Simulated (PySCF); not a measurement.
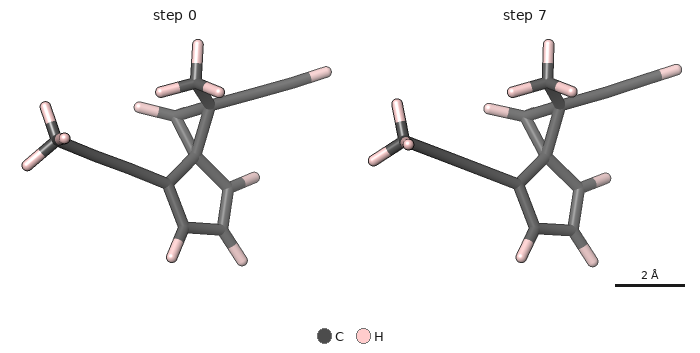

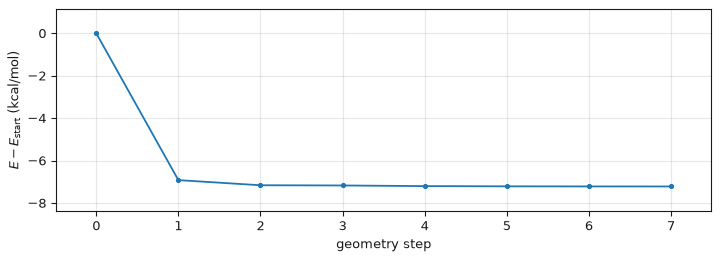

First and last geometry of a relaxation of C13H12, with the history of the run. The picture is a stick view, seen at a tilt.

The start comes from GFN2-xTB. Its atoms were then displaced at random by about 0.01 Å.

These are results of PBE0-D3(BJ)/def2-SVP geometry optimisation, gas phase in PySCF 2.14.0, density-fitted response routines, not measurements. 

Question: Read the history and describe the run.

Answer: It converged. After 7 geometry steps the energy has fallen by 7.22 kcal/mol. The largest moves after the best rigid fit, 0.26 Å, are those of H atoms. By element the largest moves are H 0.26 Å, C 0.13 Å. Among the contacts that change: C–C 1.169 → 1.212 Å, C–C 1.554 → 1.513 Å, C–C 1.415 → 1.452 Å, C–H 1.130 → 1.102 Å. Among the angles between lasting bonds that change: H–C–H 112.1° → 108.4°, C–C–H 122.5° → 125.6°, C–C–H 127.5° → 124.7°. The run took 6.8 min on 2 threads of AMD EPYC (shared host).

| step | E − E(0), kcal/mol |
| --- | --- |
| 0 | 0.00 |
| 1 | -6.92 |
| 2 | -7.16 |
| 3 | -7.17 |
| 4 | -7.20 |
| 5 | -7.21 |
| 6 | -7.22 |
| 7 | -7.22 |
